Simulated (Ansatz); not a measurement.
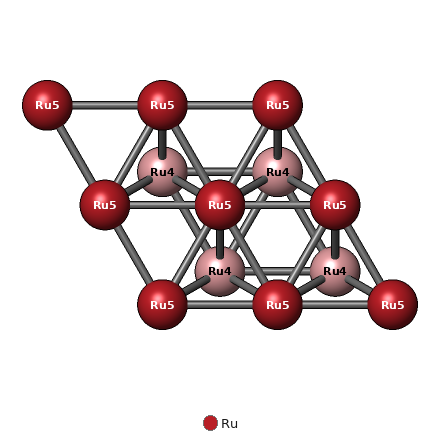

The system is C on a Ru(001) slab cut from the P6_3/mmc phase, its upper half relaxed before the scan (5 atoms of substrate and one adsorbate in a 1 × 1 cell); the picture shows it without the atoms that are moved over the map. C is moved over the surface cell; relaxed at each place: the height of the adsorbate's atoms; substrate rigid; the origin of the map has the adsorbate above Ru5. Places are given modulo a cell vector. The map is drawn in real space over the plane of the surface. The scan uses a 6 × 6 grid; 10 points were computed and 26 follow by symmetry. Energies are in eV, from the lowest grid point. With one adsorbate in each 1 × 1 cell, its nearest image is 2.7 Å away, so neighbouring adsorbates interact. Level of theory: DFT PBE, scalar-relativistic, plane waves, PAW (Ansatz 0.2.0). Settings: cutoff 420 eV, k-mesh 12×12×1, gaussian smearing 0.1 eV, no spin polarisation.

Range: position of C6 along the first surface vector from 0.000 to 0.833; position of C6 along the second surface vector from 0.000 to 0.833.

Predict the map.

The lowest grid point is at a threefold hollow over a second-layer Ru atom, (4/6, 2/6) of the cell vectors. There is a further well near a threefold hollow, (2/6, 4/6) of the cell vectors (0.42 eV above the lowest at that grid point). The highest grid point, the top site over a surface Ru atom, (0/6, 0/6) of the cell vectors, lies 1.50 eV above the lowest. On the interpolated surface the easiest way out of the lowest well to the well at a threefold hollow, (2/6, 4/6) of the cell vectors passes a barrier of about 0.76 eV. At the lowest point the adsorbate has 3 Ru at 1.94 Å as nearest neighbours, at the highest 1 Ru at 1.74 Å. Its relaxed height above the top atom is 1.15 Å at the lowest and 1.74 Å at the highest point.

```csv
"second ↓, first →",0/6,1/6,2/6,3/6,4/6,5/6
5/6,1.32,1.09,0.77,0.77,1.09,1.32
4/6,1.05,0.77,0.42,0.77,1.05,1.12
3/6,0.75,0.77,0.77,0.75,0.60,0.60
2/6,1.05,1.09,1.05,0.60,0.00,0.60
1/6,1.32,1.32,1.12,0.60,0.60,1.12
0/6,1.50,1.32,1.05,0.75,1.05,1.32
```

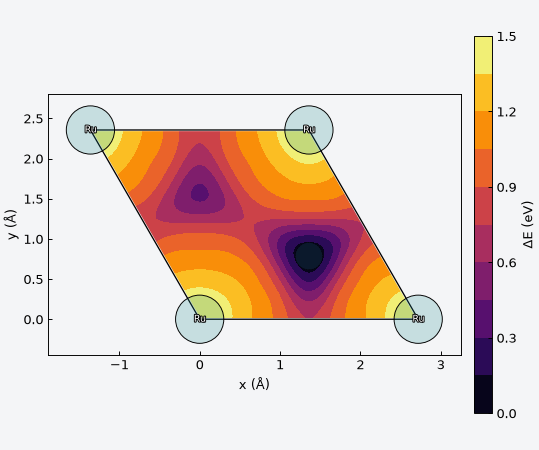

In the figure: filled contours, labelled circles for the atoms of the top layer and small ones for the second layer, the outline of one cell of the plane. Between grid points the surface is interpolated.

Each point was launched as `ansatz run input.yaml --threads 2 --pin off --max-ram 6144MiB --backend cpu --events-out ev --progress --plain --runs-dir out`. Time for the 10 points that were run: 23 min on 2 threads of Arm Neoverse N1 (shared host).

PAW datasets: the set soft_1.
